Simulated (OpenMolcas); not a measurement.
**Run report: CF2, geometry relaxation (part 4 of 4)**

CF2, SMILES F[C]F; B3LYP/6-31G*, RKS (OpenMolcas 26.06). The geometry comes from this level: PBE0-D4/def2-TZVP.

Geometry of the input (Å):
```
F  0.3163  0.9714  0.2816
C  0.3823  -0.3185  0.1752
F  -0.6986  -0.6529  -0.4567
```

## Trajectory as extended XYZ (Å, eV, eV/Å), 3 frames, from step=0 to step=2
```
3
Properties=species:S:1:pos:R:3:forces:R:3 step=0 energy=-6467.85401
F     0.3163    0.9714    0.2816   -0.0718   0.8338   0.0528
C     0.3823   -0.3185    0.1752    0.7796  -0.6496   0.3571
F    -0.6986   -0.6529   -0.4567   -0.7079  -0.1842  -0.4099
3
Properties=species:S:1:pos:R:3:forces:R:3 step=1 energy=-6467.86574
F     0.3159    0.9768    0.2820   -0.0112   0.3612   0.0338
C     0.3874   -0.3227    0.1775    0.3116  -0.2597   0.1427
F    -0.7032   -0.6541   -0.4594   -0.3003  -0.1015  -0.1765
3
Properties=species:S:1:pos:R:3:forces:R:3 step=2 energy=-6467.86843
F     0.3167    0.9818    0.2830    0.0001   0.0011   0.0002
C     0.3904   -0.3252    0.1788    0.0007  -0.0006   0.0003
F    -0.7071   -0.6566   -0.4618   -0.0008  -0.0005  -0.0005
```

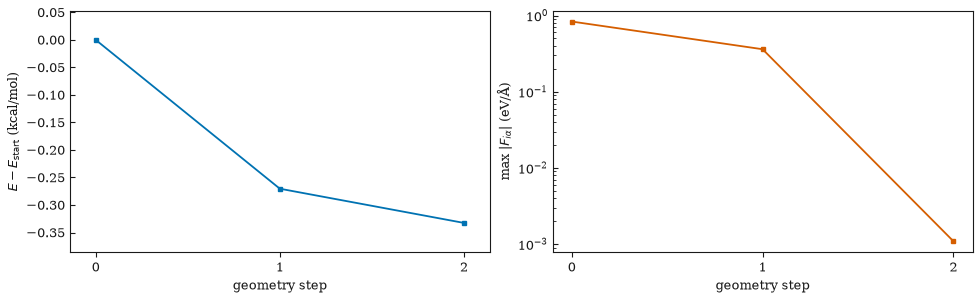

Figure 1. Progress of the relaxation, step by step (steps are counted from 0). C2 moves most after the best rigid fit: 0.011 Å. By element the largest moves are C 0.011 Å, F 0.011 Å. Among the contacts that change: C2–F3 1.296 → 1.313 Å. Over 2 geometry steps the energy falls by 0.33 kcal/mol. Largest force component: 0.83 eV/Å at the start, 0.0011 eV/Å at the end. (Atoms are counted from 1 in the order of the input.)

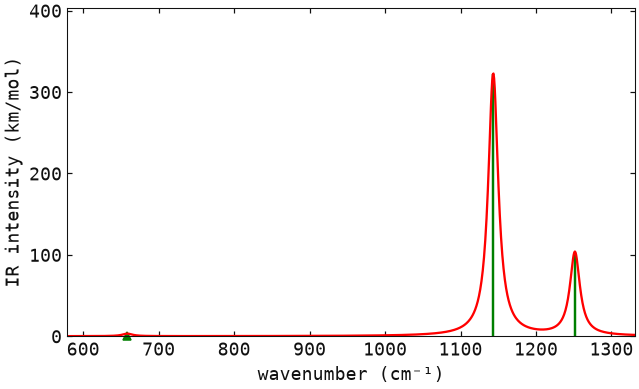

Figure 2. Harmonic infrared spectrum, unscaled: sticks (degenerate modes added up, dark ones marked on the axis) with a Lorentzian envelope of 16 cm⁻¹ full width, scaled to the tallest stick. 3 modes from 658 to 1252 cm⁻¹, none imaginary. The strongest line is at 1143 cm⁻¹ (323 km/mol). All modes, in cm⁻¹ (km/mol): 658 (3.1), 1143 (323), 1252 (102).

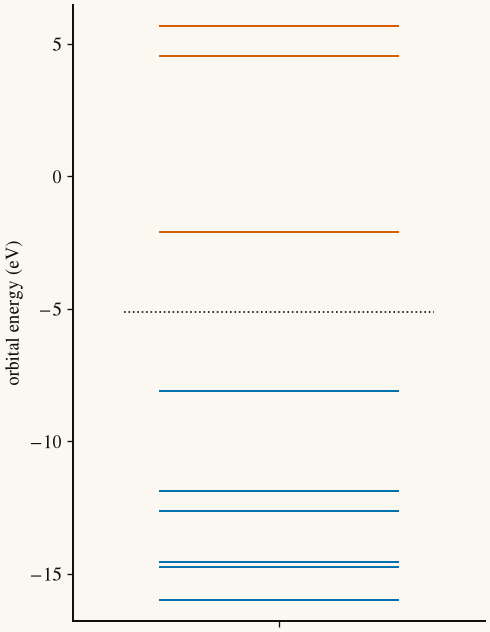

Figure 3. Orbital energies near the frontier; the dotted line parts filled from empty levels, and levels within 0.02 eV of each other stand side by side. Highest filled −8.11 eV, lowest empty −2.10 eV, 6.01 eV apart.

## Key numbers

| quantity | value |
| --- | --- |
| outcome | converged |
| total energy | −237.689781 hartree |
| basis functions | 45 |
| HOMO | −8.11 eV |
| LUMO | −2.10 eV |
| dipole moment | 0.63 debye |
| zero-point energy | 0.006956 hartree |
| wavenumbers, lowest and highest | 658 and 1252 cm⁻¹ |
| hardware | 1 thread of Arm Neoverse V1, 112 GiB of memory available, shared host |
| wall time | 27 s |
| peak memory | 0.38 GiB |
